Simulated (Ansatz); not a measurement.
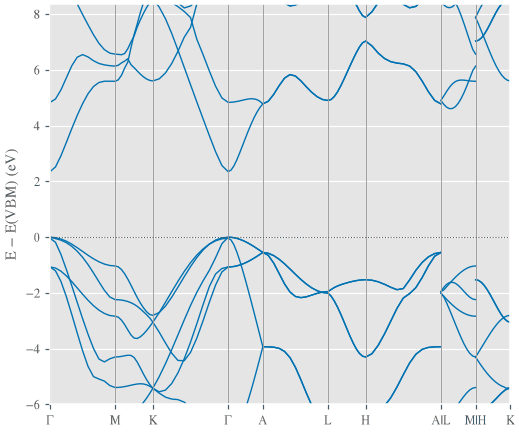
*Band structure from the program Ansatz at the r²SCAN level (PAW)*

Problem. Read off the gap and where the band edges lie.

Solution. About 2.4 eV (2.35 eV by a search for the band edges); maximum at Γ, minimum at Γ.

The material is GaN (wurtzite, P6_3mc).

The cell was relaxed with r²SCAN under the symmetry of its start; phonons on a q-mesh show no instability. Scalar-relativistic: spin–orbit coupling is off unless named, which matters more the heavier the elements.

Potentials: the later of the program's two PAW sets.
